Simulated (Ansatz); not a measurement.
# C2H9ClNPSi: rotation by 120° about the C1–N2 bond, part 2 of 2

Aim: the minimum-energy path and barrier of the rotation by 120° about the C1–N2 bond. The ends are relaxed first, then joined by a nudged elastic band. SMILES of the start: CNC[SiH](P)Cl.

Ansatz 0.2.0; RKS BHLYP/def2-SVP.

## (4) Nudged elastic band

crystal.atoms is end A as relaxed above, and neb.final_atoms is end B, turned to lie on A. With 5 inner images the band has 7 in all.

Input file input.yaml:

```yaml
crystal:
  periodic: [false, false, false]
  atoms:
    - { symbol: C, position_ang: [0.184437, -2.077318, -0.795883] }
    - { symbol: "N", position_ang: [1.062558, -1.080577, -0.239416] }
    - { symbol: C, position_ang: [0.831232, 0.283965, -0.661985] }
    - { symbol: Si, position_ang: [-0.716234, 1.151599, 0.011125] }
    - { symbol: P, position_ang: [-0.67012, 1.064759, 2.268259] }
    - { symbol: Cl, position_ang: [-0.707934, 3.097675, -0.731943] }
    - { symbol: H, position_ang: [0.295376, -2.100897, -1.885024] }
    - { symbol: H, position_ang: [-0.887313, -1.933219, -0.580787] }
    - { symbol: H, position_ang: [0.46709, -3.063892, -0.420997] }
    - { symbol: H, position_ang: [1.110195, -1.155112, 0.76525] }
    - { symbol: H, position_ang: [0.797783, 0.320946, -1.757499] }
    - { symbol: H, position_ang: [1.69103, 0.906365, -0.384537] }
    - { symbol: H, position_ang: [-1.984616, 0.530849, -0.424819] }
    - { symbol: H, position_ang: [0.293374, 2.093371, 2.410517] }
    - { symbol: H, position_ang: [-1.788759, 1.910686, 2.45714] }
basis:
  gaussian: { orbitals: def2-SVP }
hamiltonian:
  xc: { name: BHLYP }
neb:
  order_check: false
  images: 5
  f_tol: 0.05
  max_iterations: 41
  initial_path: idpp
  final_atoms:
    - { symbol: C, position_ang: [0.20566765, -2.06143398, -0.84053992] }
    - { symbol: "N", position_ang: [1.0785348, -1.04343172, -0.31481375] }
    - { symbol: C, position_ang: [0.78072049, 0.31869642, -0.7029506] }
    - { symbol: Si, position_ang: [-0.75088645, 1.12397017, 0.0745843] }
    - { symbol: P, position_ang: [-0.55585252, 1.02900569, 2.32328193] }
    - { symbol: Cl, position_ang: [-0.86889347, 3.07143788, -0.6540106] }
    - { symbol: H, position_ang: [0.54242223, -3.04339532, -0.49971607] }
    - { symbol: H, position_ang: [0.25761591, -2.06343876, -1.9342022] }
    - { symbol: H, position_ang: [-0.85675494, -1.95886537, -0.5649214] }
    - { symbol: H, position_ang: [1.18080871, -1.13036594, 0.68468755] }
    - { symbol: H, position_ang: [0.6806375, 0.36834451, -1.79385525] }
    - { symbol: H, position_ang: [1.63630292, 0.96396433, -0.46826529] }
    - { symbol: H, position_ang: [-2.01879353, 0.45372059, -0.28240094] }
    - { symbol: H, position_ang: [0.36564758, 2.10088973, 2.41389409] }
    - { symbol: H, position_ang: [-1.69907788, 1.82010177, 2.58862914] }
```

On the command line:

```
ansatz run input.yaml --threads 2 --pin off --max-ram 3072MiB --backend cpu --events-out ev --progress --plain --runs-dir out
```

The log of the run, shortened:

```text
Warning: RAYON_NUM_THREADS=2 ignored (pool sized by the plan → 2); use --threads N
[...]
Functional definition: BHLYP
[...]
1509 factors; integrals over basis functions are off by at most 4.4e-4 eV
[...]
mean field -33386.58248889 eV, -1226.9342762285 hartree, gradient 3.1e-5 eV, S^2 0.000000; 0 other end points of the search recorded, 0 dependent functions left out
[...]
reference -33386.58268714 eV, -1226.9342835139 hartree; 37, 37 occupied and 104, 104 virtual orbitals, 1509 factors
1509 factors; integrals over basis functions are off by at most 6.8e-4 eV
[...]
mean field -33386.58257775 eV, -1226.9342794939 hartree, gradient 3.1e-5 eV, S^2 0.000000; 0 other end points of the search recorded, 0 dependent functions left out
[...]
reference -33386.58277597 eV, -1226.9342867781 hartree; 37, 37 occupied and 104, 104 virtual orbitals, 1509 factors
[...]
Atom 5 at    -1.177152     3.055166    -0.151607 Å, force    -0.002884    -0.004921    -0.008221 eV/Å
Atom 6 at     0.726180    -2.566520    -1.841537 Å, force    -0.003365    -0.001620     0.000210 eV/Å
Atom 7 at    -0.665332    -1.504724    -1.637771 Å, force     0.005274     0.005058    -0.001661 eV/Å
Atom 8 at    -0.218895    -2.612833    -0.349798 Å, force     0.002053    -0.002611    -0.000962 eV/Å
Atom 9 at     1.311378    -1.119330     0.396822 Å, force    -0.004379     0.007518     0.003478 eV/Å
Atom 10 at     0.455986     0.640165    -1.806660 Å, force     0.001008    -0.000495    -0.000350 eV/Å
Atom 11 at     1.543489     1.109558    -0.536567 Å, force    -0.002847    -0.003044     0.005003 eV/Å
Atom 12 at    -2.010662     0.288646     0.027176 Å, force    -0.000795     0.006792    -0.005586 eV/Å
Atom 13 at     0.577810     1.859769     2.583935 Å, force    -0.005633     0.000342    -0.005022 eV/Å
Atom 14 at    -1.422049     1.401104     2.979424 Å, force    -0.001764    -0.004280    -0.002529 eV/Å
Dipole moment:     0.001934    -0.217148     0.044357 e Å
this run last wrote the band of iteration 7 to <dir>
```

Wall time 3.9 min (2 threads of Intel Xeon Platinum 8488C (Sapphire Rapids), shared host); peak memory 0.43 GiB.

## (5) What the band shows

Images 0 and 6 are the ends. Energies count from image 0; the path length is the program's own measure over all atoms.

```
image  path (Å)  energy (eV)  dihedral H8–C1–N2–C3 (°)  band force (eV/Å)
    0     0.000       0.0000                       -60                  -
    1     0.676       0.0122                       -48              0.019
    2     1.352       0.0672                       -27              0.016
   3*     2.028       0.1076                         0              0.015
    4     2.637       0.0708                        26              0.020
    5     3.245       0.0155                        48              0.004
    6     3.853      -0.0001                        61                  -
```

The star marks the climbing image.

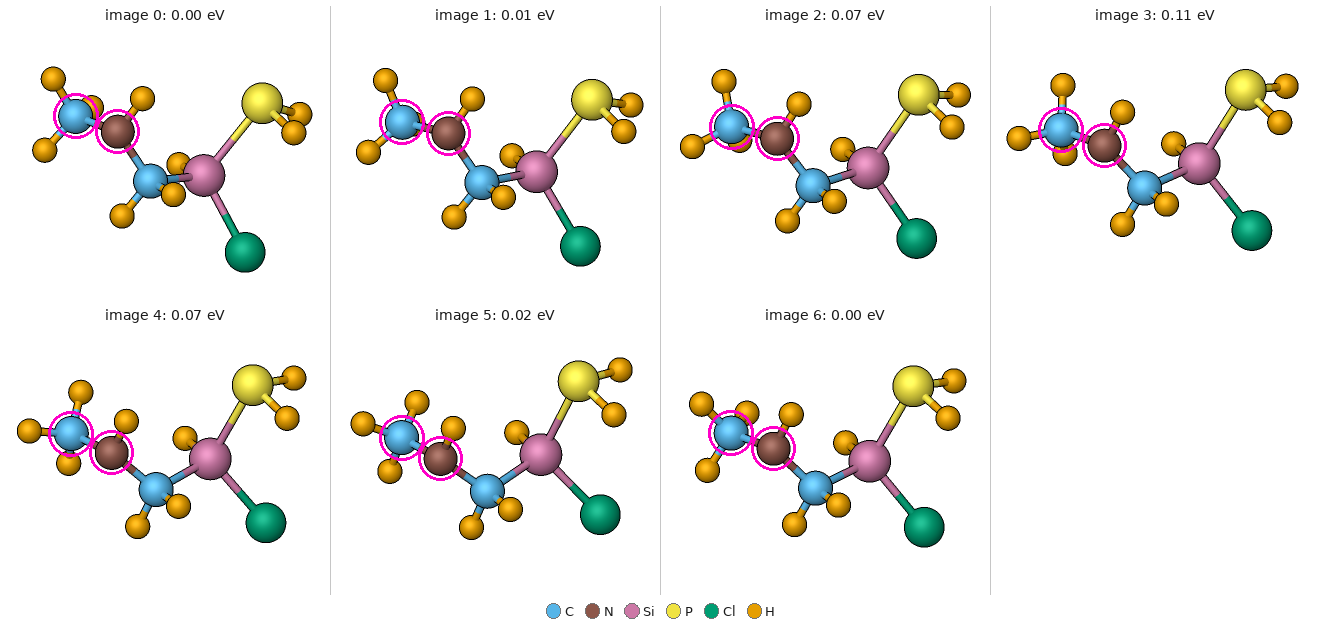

The images of the last band, seen from a chosen angle. Ringed: C1, N2. Sticks join atoms closer than a bonding distance in each image.

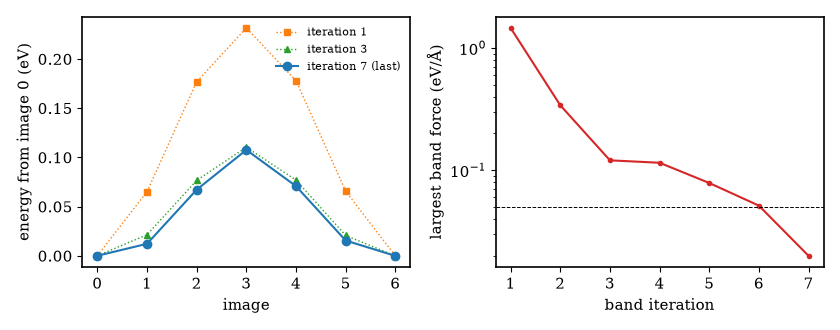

Left: energy of each image for early iterations and the last one (lines only join the points; early values far above the last band run off the scale). Right: the largest band force by iteration, with the threshold dashed.

How the highest energy settled:

```
iteration  highest image above image 0 (eV)  largest band force (eV/Å)
        1                            0.2316                      1.464
        2                            0.1155                      0.340
        3                            0.1103                      0.121
        4                            0.1091                      0.115
        5                            0.1083                      0.079
        6                            0.1079                      0.051
        7                            0.1076                      0.020
```

Positions of all images (Å):

```xyz
15
image=0 dE=0.0000
C     0.184   -2.077   -0.796
N     1.063   -1.081   -0.239
C     0.831    0.284   -0.662
Si   -0.716    1.152    0.011
P    -0.670    1.065    2.268
Cl   -0.708    3.098   -0.732
H     0.295   -2.101   -1.885
H    -0.887   -1.933   -0.581
H     0.467   -3.064   -0.421
H     1.110   -1.155    0.765
H     0.798    0.321   -1.757
H     1.691    0.906   -0.385
H    -1.985    0.531   -0.425
H     0.293    2.093    2.411
H    -1.789    1.911    2.457
15
image=1 dE=0.0122
C     0.219   -2.044   -0.948
N     1.005   -1.043   -0.272
C     0.775    0.330   -0.677
Si   -0.743    1.140    0.117
P    -0.499    1.004    2.359
Cl   -0.904    3.097   -0.573
H     0.578   -2.181   -1.973
H    -0.859   -1.825   -1.005
H     0.332   -3.002   -0.435
H     0.961   -1.152    0.729
H     0.679    0.374   -1.767
H     1.650    0.949   -0.441
H    -2.005    0.446   -0.216
H     0.425    2.073    2.458
H    -1.636    1.783    2.674
15
image=2 dE=0.0672
C     0.210   -1.990   -1.042
N     1.013   -0.982   -0.390
C     0.737    0.400   -0.721
Si   -0.758    1.106    0.206
P    -0.375    0.869    2.421
Cl   -1.066    3.086   -0.360
H     0.703   -2.378   -1.942
H    -0.783   -1.630   -1.344
H     0.050   -2.836   -0.370
H     1.078   -1.132    0.603
H     0.576    0.494   -1.800
H     1.610    1.029   -0.507
H    -2.000    0.360   -0.087
H     0.507    1.972    2.525
H    -1.524    1.580    2.838
15
image=3 dE=0.1076
C     0.190   -1.944   -1.115
N     1.043   -0.920   -0.552
C     0.681    0.466   -0.749
Si   -0.779    1.061    0.301
P    -0.278    0.736    2.480
Cl   -1.177    3.055   -0.152
H     0.726   -2.567   -1.842
H    -0.665   -1.505   -1.638
H    -0.219   -2.613   -0.350
H     1.311   -1.119    0.397
H     0.456    0.640   -1.807
H     1.543    1.110   -0.537
H    -2.011    0.289    0.027
H     0.578    1.860    2.584
H    -1.422    1.401    2.979
15
image=4 dE=0.0708
C     0.171   -1.886   -1.180
N     1.072   -0.856   -0.723
C     0.617    0.516   -0.766
Si   -0.796    1.004    0.399
P    -0.181    0.608    2.535
Cl   -1.246    3.007    0.041
H     0.718   -2.678   -1.704
H    -0.540   -1.466   -1.896
H    -0.420   -2.364   -0.385
H     1.491   -1.089    0.163
H     0.314    0.765   -1.790
H     1.463    1.183   -0.557
H    -2.029    0.228    0.146
H     0.656    1.746    2.633
H    -1.311    1.233    3.113
15
image=5 dE=0.0155
C     0.156   -1.817   -1.254
N     1.072   -0.782   -0.850
C     0.548    0.565   -0.788
Si   -0.804    0.949    0.487
P    -0.053    0.474    2.563
Cl   -1.306    2.958    0.248
H     0.709   -2.723   -1.514
H    -0.380   -1.499   -2.153
H    -0.604   -2.094   -0.505
H     1.558   -1.031   -0.002
H     0.160    0.847   -1.775
H     1.373    1.264   -0.602
H    -2.041    0.168    0.276
H     0.755    1.633    2.665
H    -1.165    1.037    3.231
15
image=6 dE=-0.0001
C     0.218   -1.894   -1.166
N     1.088   -0.888   -0.614
C     0.645    0.484   -0.745
Si   -0.807    1.031    0.347
P    -0.276    0.636    2.507
Cl   -1.162    3.044   -0.052
H     0.667   -2.881   -1.028
H     0.108   -1.737   -2.244
H    -0.797   -1.927   -0.736
H     1.342   -1.106    0.337
H     0.382    0.678   -1.792
H     1.480    1.162   -0.533
H    -2.065    0.309    0.067
H     0.574    1.762    2.635
H    -1.419    1.277    3.043
```

## (6) Vibrations at the top

The geometry is the highest inner image of the first converged band.

Input file input.yaml:

```yaml
crystal:
  periodic: [false, false, false]
  atoms:
    - { symbol: C, position_ang: [0.190452, -1.943509, -1.114521] }
    - { symbol: "N", position_ang: [1.042955, -0.920429, -0.551865] }
    - { symbol: C, position_ang: [0.681077, 0.465825, -0.748699] }
    - { symbol: Si, position_ang: [-0.779454, 1.060621, 0.301078] }
    - { symbol: P, position_ang: [-0.277685, 0.735689, 2.479989] }
    - { symbol: Cl, position_ang: [-1.177152, 3.055166, -0.151607] }
    - { symbol: H, position_ang: [0.72618, -2.56652, -1.841537] }
    - { symbol: H, position_ang: [-0.665332, -1.504724, -1.637771] }
    - { symbol: H, position_ang: [-0.218895, -2.612833, -0.349798] }
    - { symbol: H, position_ang: [1.311378, -1.11933, 0.396822] }
    - { symbol: H, position_ang: [0.455986, 0.640165, -1.80666] }
    - { symbol: H, position_ang: [1.543489, 1.109558, -0.536567] }
    - { symbol: H, position_ang: [-2.010662, 0.288646, 0.027176] }
    - { symbol: H, position_ang: [0.57781, 1.859769, 2.583935] }
    - { symbol: H, position_ang: [-1.422049, 1.401104, 2.979424] }
basis:
  gaussian: { orbitals: def2-SVP }
hamiltonian:
  xc: { name: BHLYP }
phonons: {}
```

On the command line:

```
ansatz run input.yaml --threads 2 --pin off --max-ram 3072MiB --backend cpu --events-out ev --progress --plain --runs-dir out
```

The log of the run, shortened:

```text
Warning: RAYON_NUM_THREADS=2 ignored (pool sized by the plan → 2); use --threads N
[...]
[... 1 set-up line as earlier in the session ...]
[...]
1509 factors; integrals over basis functions are off by at most 3.5e-4 eV
[...]
mean field -33386.47488164 eV, -1226.9303217349 hartree, gradient 3.5e-5 eV, S^2 0.000000; 0 other end points of the search recorded, 0 dependent functions left out
[...]
reference -33386.47507820 eV, -1226.9303289581 hartree; 37, 37 occupied and 104, 104 virtual orbitals, 1509 factors
[...]
1509 factors; integrals over basis functions are off by at most 3.5e-4 eV
mean field -33386.47468573 eV, -1226.9303145353 hartree, gradient 1.7e-6 eV, S^2 0.000000; 0 other end points of the search recorded, 0 dependent functions left out
[...]
reference -33386.47488224 eV, -1226.9303217568 hartree; 37, 37 occupied and 104, 104 virtual orbitals, 1509 factors
[...]
1509 factors; integrals over basis functions are off by at most 3.5e-4 eV
[...]
WARN: phonons: modes at or below zero, which the zero-point energy, F, S and C_V leave out: 1, the lowest at -223.81 cm⁻¹. A minimum has none, and a first-order saddle one
[...]
Atom 4 at    -0.277685     0.735689     2.479989 Å, force     0.011618     0.007124     0.011853 eV/Å
Atom 5 at    -1.177152     3.055166    -0.151607 Å, force    -0.002831    -0.004918    -0.008237 eV/Å
Atom 6 at     0.726180    -2.566520    -1.841537 Å, force    -0.003364    -0.001624     0.000206 eV/Å
Atom 7 at    -0.665332    -1.504724    -1.637771 Å, force     0.005290     0.005038    -0.001694 eV/Å
Atom 8 at    -0.218895    -2.612833    -0.349798 Å, force     0.002056    -0.002634    -0.000996 eV/Å
Atom 9 at     1.311378    -1.119330     0.396822 Å, force    -0.004351     0.007513     0.003486 eV/Å
Atom 10 at     0.455986     0.640165    -1.806660 Å, force     0.001019    -0.000518    -0.000345 eV/Å
Atom 11 at     1.543489     1.109558    -0.536567 Å, force    -0.002837    -0.003015     0.005010 eV/Å
Atom 12 at    -2.010662     0.288646     0.027176 Å, force    -0.000794     0.006815    -0.005611 eV/Å
Atom 13 at     0.577810     1.859769     2.583935 Å, force    -0.005615     0.000323    -0.004988 eV/Å
Atom 14 at    -1.422049     1.401104     2.979424 Å, force    -0.001764    -0.004297    -0.002556 eV/Å
Dipole moment:     0.001935    -0.217146     0.044359 e Å
[...]
```

Run time: 5.6 min. Hardware: 2 threads of Intel Xeon Platinum 8488C (Sapphire Rapids), shared host; peak memory 0.42 GiB.

Of 39 modes, 1 is imaginary by more than 30 cm⁻¹ (224i cm⁻¹).

## (7) The band again, with other settings

crystal.atoms is end A as relaxed above, and neb.final_atoms is end B, turned to lie on A. With 8 inner images the band has 10 in all.

Input file input.yaml:

```yaml
crystal:
  periodic: [false, false, false]
  atoms:
    - { symbol: C, position_ang: [0.184437, -2.077318, -0.795883] }
    - { symbol: "N", position_ang: [1.062558, -1.080577, -0.239416] }
    - { symbol: C, position_ang: [0.831232, 0.283965, -0.661985] }
    - { symbol: Si, position_ang: [-0.716234, 1.151599, 0.011125] }
    - { symbol: P, position_ang: [-0.67012, 1.064759, 2.268259] }
    - { symbol: Cl, position_ang: [-0.707934, 3.097675, -0.731943] }
    - { symbol: H, position_ang: [0.295376, -2.100897, -1.885024] }
    - { symbol: H, position_ang: [-0.887313, -1.933219, -0.580787] }
    - { symbol: H, position_ang: [0.46709, -3.063892, -0.420997] }
    - { symbol: H, position_ang: [1.110195, -1.155112, 0.76525] }
    - { symbol: H, position_ang: [0.797783, 0.320946, -1.757499] }
    - { symbol: H, position_ang: [1.69103, 0.906365, -0.384537] }
    - { symbol: H, position_ang: [-1.984616, 0.530849, -0.424819] }
    - { symbol: H, position_ang: [0.293374, 2.093371, 2.410517] }
    - { symbol: H, position_ang: [-1.788759, 1.910686, 2.45714] }
basis:
  gaussian: { orbitals: def2-SVP }
hamiltonian:
  xc: { name: BHLYP }
neb:
  order_check: false
  images: 8
  f_tol: 0.05
  max_iterations: 26
  initial_path: idpp
  climbing: false
  final_atoms:
    - { symbol: C, position_ang: [0.20566765, -2.06143398, -0.84053992] }
    - { symbol: "N", position_ang: [1.0785348, -1.04343172, -0.31481375] }
    - { symbol: C, position_ang: [0.78072049, 0.31869642, -0.7029506] }
    - { symbol: Si, position_ang: [-0.75088645, 1.12397017, 0.0745843] }
    - { symbol: P, position_ang: [-0.55585252, 1.02900569, 2.32328193] }
    - { symbol: Cl, position_ang: [-0.86889347, 3.07143788, -0.6540106] }
    - { symbol: H, position_ang: [0.54242223, -3.04339532, -0.49971607] }
    - { symbol: H, position_ang: [0.25761591, -2.06343876, -1.9342022] }
    - { symbol: H, position_ang: [-0.85675494, -1.95886537, -0.5649214] }
    - { symbol: H, position_ang: [1.18080871, -1.13036594, 0.68468755] }
    - { symbol: H, position_ang: [0.6806375, 0.36834451, -1.79385525] }
    - { symbol: H, position_ang: [1.63630292, 0.96396433, -0.46826529] }
    - { symbol: H, position_ang: [-2.01879353, 0.45372059, -0.28240094] }
    - { symbol: H, position_ang: [0.36564758, 2.10088973, 2.41389409] }
    - { symbol: H, position_ang: [-1.69907788, 1.82010177, 2.58862914] }
```

On the command line:

```
ansatz run input.yaml --threads 2 --pin off --max-ram 3072MiB --backend cpu --events-out ev --progress --plain --runs-dir out
```

The log of the run, shortened:

```text
Warning: RAYON_NUM_THREADS=2 ignored (pool sized by the plan → 2); use --threads N
[...]
[... 1 set-up line as earlier in the session ...]
[...]
1509 factors; integrals over basis functions are off by at most 4.4e-4 eV
[...]
mean field -33386.58248889 eV, -1226.9342762285 hartree, gradient 3.1e-5 eV, S^2 0.000000; 0 other end points of the search recorded, 0 dependent functions left out
[...]
reference -33386.58268714 eV, -1226.9342835139 hartree; 37, 37 occupied and 104, 104 virtual orbitals, 1509 factors
1509 factors; integrals over basis functions are off by at most 6.8e-4 eV
[...]
mean field -33386.58257775 eV, -1226.9342794939 hartree, gradient 3.1e-5 eV, S^2 0.000000; 0 other end points of the search recorded, 0 dependent functions left out
[...]
reference -33386.58277597 eV, -1226.9342867781 hartree; 37, 37 occupied and 104, 104 virtual orbitals, 1509 factors
[...]
Atom 5 at    -1.192167     3.047005    -0.084366 Å, force    -0.002284     0.000048     0.002852 eV/Å
Atom 6 at     0.718919    -2.582013    -1.838034 Å, force    -0.004915    -0.016575     0.010273 eV/Å
Atom 7 at    -0.651607    -1.487072    -1.688434 Å, force     0.005827     0.007351    -0.013709 eV/Å
Atom 8 at    -0.249742    -2.565794    -0.359958 Å, force    -0.013901     0.007999     0.008392 eV/Å
Atom 9 at     1.372261    -1.109808     0.324189 Å, force     0.001945     0.007451    -0.003957 eV/Å
Atom 10 at     0.406022     0.680885    -1.804633 Å, force    -0.005730     0.004905     0.003158 eV/Å
Atom 11 at     1.513718     1.135757    -0.547760 Å, force    -0.000832    -0.000791     0.002420 eV/Å
Atom 12 at    -2.023115     0.282199     0.064296 Å, force     0.002480    -0.004857     0.004628 eV/Å
Atom 13 at     0.606682     1.813989     2.602956 Å, force    -0.002555    -0.001549    -0.003102 eV/Å
Atom 14 at    -1.383381     1.342867     3.027711 Å, force    -0.001607    -0.005697    -0.001147 eV/Å
Dipole moment:     0.007769    -0.220469     0.048059 e Å
this run last wrote the band of iteration 6 to <dir>
```

Wall time 4.6 min (2 threads of Intel Xeon Platinum 8488C (Sapphire Rapids), shared host); peak memory 0.42 GiB.

## (8) What the band shows

Images 0 and 9 are the ends. Energies count from image 0; the path length is the program's own measure over all atoms.

```
image  path (Å)  energy (eV)  dihedral H8–C1–N2–C3 (°)  band force (eV/Å)
    0     0.000       0.0000                       -60                  -
    1     0.431       0.0040                       -54              0.020
    2     0.861       0.0243                       -42              0.029
    3     1.290       0.0624                       -28              0.035
    4     1.718       0.0985                       -12              0.040
    5     2.146       0.1060                         5              0.031
    6     2.574       0.0764                        23              0.011
    7     3.002       0.0333                        40              0.009
    8     3.430       0.0069                        53              0.008
    9     3.858      -0.0001                        61                  -
```

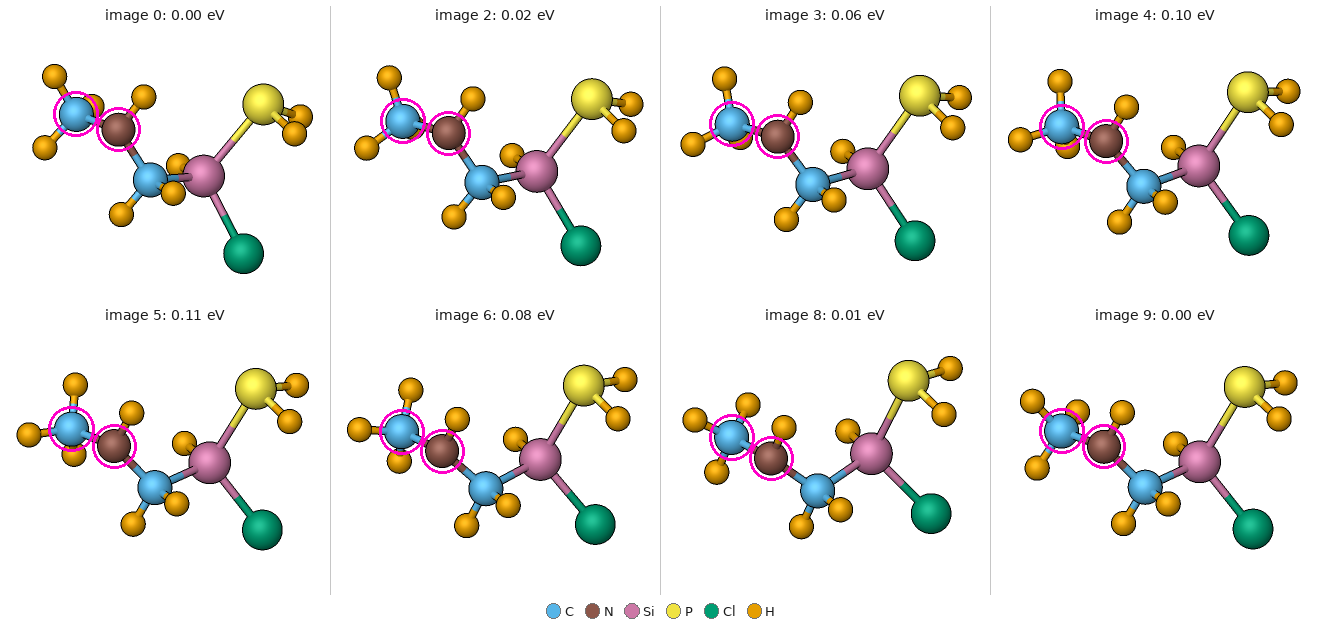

The images of the last band, seen from a chosen angle. Ringed: C1, N2. Sticks join atoms closer than a bonding distance in each image.

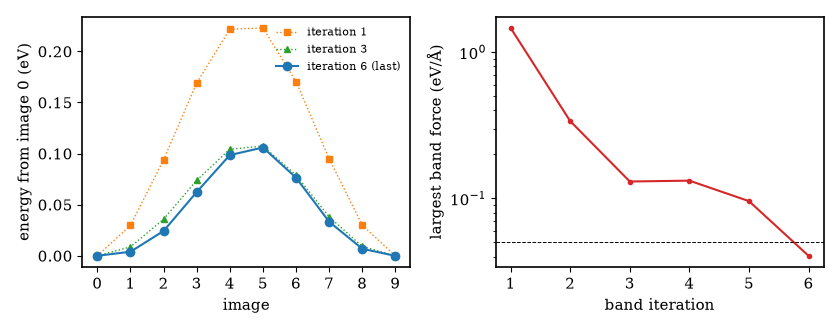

Left: energy of each image for early iterations and the last one (lines only join the points; early values far above the last band run off the scale). Right: the largest band force by iteration, with the threshold dashed.

## (9) What came out

What follows sums up all 2 parts.

| quantity | value |
| --- | --- |
| end A | 8 moves, 0.539 eV lower |
| end B | 10 moves, 0.520 eV lower |
| first band: barrier forwards | 0.108 eV |
| first band: barrier backwards | 0.108 eV |
| first band: second end relative to first | 0.000 eV |
| first band: highest image | 3 of 0 to 6, climbing |
| first band: band iterations | 7 |
| imaginary modes at the top | 224i cm⁻¹ |
| second band | top 0.106 eV above image 0, 6 iterations, 8 inner images, none climbing |
| time, first and second band | 3.9 min and 4.6 min |

In the first band: along this path the system climbs 0.11 eV from the first end (4 kT at 300 K); with a typical attempt rate of 10^13 per second that is roughly 10^11 events a second. The two ends lie within 1 meV of each other. The listed dihedral goes from -60° at end A through 0° at the highest image to 61° at end B. One imaginary mode, as a first-order saddle point has. The second band's top lies 2 meV below the first's, so the changed settings hardly move the height. These are electronic energies, with no zero-point or thermal terms.
